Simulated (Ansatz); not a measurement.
**Rh3Si2: Mg on a Si site, symmetric start**

Take a 15-atom supercell of Rh₃Si₂ (space group P-3m1, No. 164; a = 3.958 Å, c = 5.036 Å; a cell from a computed database, its experimental status unchecked) at its relaxed geometry as the base.

One thing is altered: one Si atom is replaced by Mg, atoms relaxed at fixed cell.

The values are results of Kohn–Sham DFT with the PBEsol functional, run in Ansatz (a first-principles code) with PAW and 420 eV plane waves, no spin-orbit coupling, earlier PAW set, not measurements. k-mesh 9×9×9 (Γ-centred); smearing 0.05 eV (Fermi–Dirac).

| quantity | base | changed | shift |
|---|---|---|---|
| pressure | 0.0 GPa | 3.9 GPa | +3.9 GPa |
| energy gained by relaxation | – | 0.45 eV | – |
| largest displacement of a host atom from its site in the perfect cell | – | 0.09 Å | – |
| mean distance from the defect site to its nearest host atoms | 2.38 Å | 2.49 Å | +0.11 Å |

Final structure:

```xyz
15
Lattice="5.9370 -3.4277 0.0000 0.0000 6.8554 0.0000 5.9370 3.4277 5.0361" Properties=species:S:1:pos:R:3 pbc="T T T"
Mg     5.9370    -1.1426     0.9034
Si     3.9580     2.2851     0.9968
Si     1.9790     5.7129     0.9968
Si     7.8773     4.5926     4.0817
Si     5.9370     7.9533     4.0817
Si     9.9336     1.1649     4.0817
Rh     5.9370     5.7129     3.3727
Rh     9.8949     5.7129     3.3849
Rh     7.9160     2.2851     3.3849
Rh     2.0471     1.1032     1.6886
Rh     5.9370     1.2213     1.6886
Rh     3.8898     4.5309     1.6886
Rh     0.0000    -0.0744    -0.0446
Rh     3.8935     0.0372    -0.0446
Rh     2.0435     3.4649    -0.0446
```

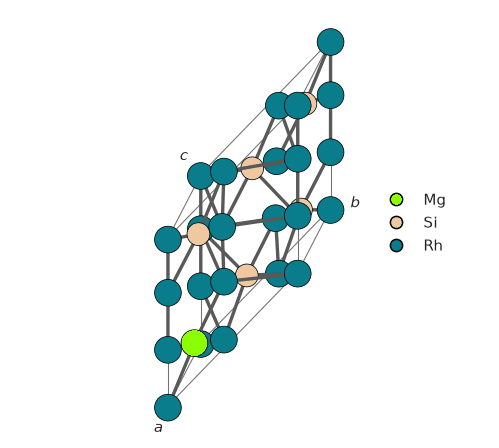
*The relaxed cell after the change*

The cell is small, so the values are those of an ordered compound at a high defect concentration; dilute-limit values will differ. The defect started on the symmetric site and kept its symmetry, so it may sit on a saddle. All final runs are without spin polarisation. An odd electron count without spin: MgRh9Si5 and Rh3Si2. The defect cell is not spin-polarised.
